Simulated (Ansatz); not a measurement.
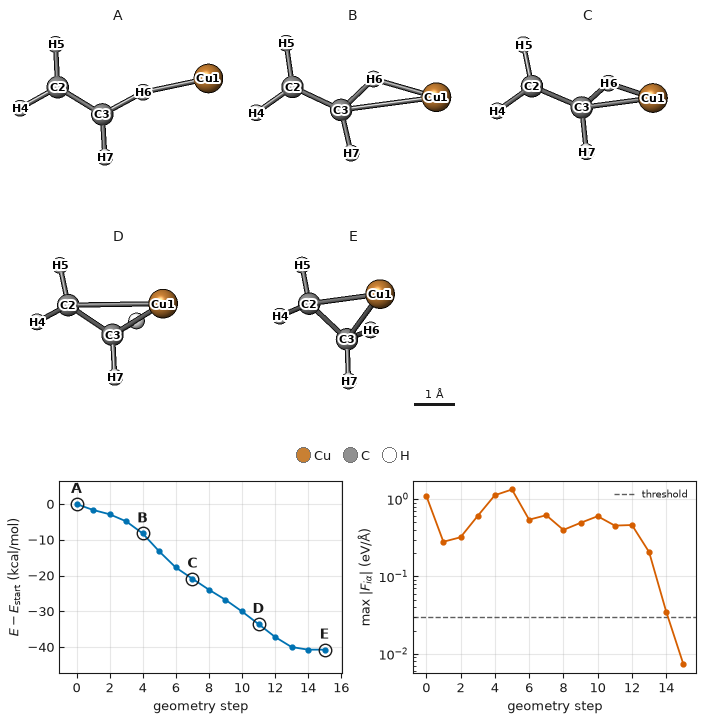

Frames of a relaxation of C$_{2}$H$_{4}$Cu (charge +1) (coarse preliminary run), marked on the history of the run. Style: ball-and-stick. Shown at a tilt.

Method: Ansatz 0.2.0, RKS PBE-D4/def2-SVP. Settings: force threshold 0.03 eV/Å; at most 250 steps.

Describe the path.

The energy falls by 40.7 kcal/mol in 15 geometry steps. The largest force component goes from 1.1 to 0.0073 eV/Å. Cu1 moves most after the best rigid fit: 1.91 Å. Largest moves by element: Cu 1.91 Å, H 1.37 Å, C 0.48 Å. Among the contacts that change: Cu1–C2 3.785 → 2.062 Å, Cu1–H6 1.674 → 2.585 Å, Cu1–C3 2.808 → 2.061 Å, C2–C3 1.311 → 1.391 Å. New bonds form, among them: Cu1–C2 (3.79 → 2.06 Å), Cu1–C3 (2.81 → 2.06 Å). Bonds break, among them: Cu1–H6 (1.67 → 2.59 Å). Bond angles that change, for instance: C2–C3–H7 124.8° → 121.0°, C3–C2–H5 124.4° → 121.0°. Cost: 12 s on 4 threads of AMD EPYC 7R43 64-Core, with other jobs on the host. From step 0 to 4: Cu1 moves most (0.56 Å), energy −8.23 kcal/mol. From step 4 to 7: Cu1 moves most (0.56 Å), energy −12.6 kcal/mol. From step 7 to 11: Cu1 moves most (0.76 Å), energy −12.7 kcal/mol. From step 11 to 15: Cu1 moves most (0.52 Å), energy −7.16 kcal/mol.

| step | E − E(0), kcal/mol | largest force component, eV/Å |
| --- | --- | --- |
| 0 | 0.00 | 1.1068 |
| 1 | -1.65 | 0.2807 |
| 2 | -2.86 | 0.3209 |
| 3 | -4.83 | 0.6045 |
| 4 | -8.23 | 1.1197 |
| 5 | -13.25 | 1.3291 |
| 6 | -17.74 | 0.5418 |
| 7 | -20.87 | 0.6180 |
| 8 | -23.94 | 0.3995 |
| 9 | -26.76 | 0.4927 |
| 10 | -30.03 | 0.5999 |
| 11 | -33.56 | 0.4540 |
| 12 | -37.16 | 0.4619 |
| 13 | -39.99 | 0.2066 |
| 14 | -40.72 | 0.0350 |
| 15 | -40.72 | 0.0073 |
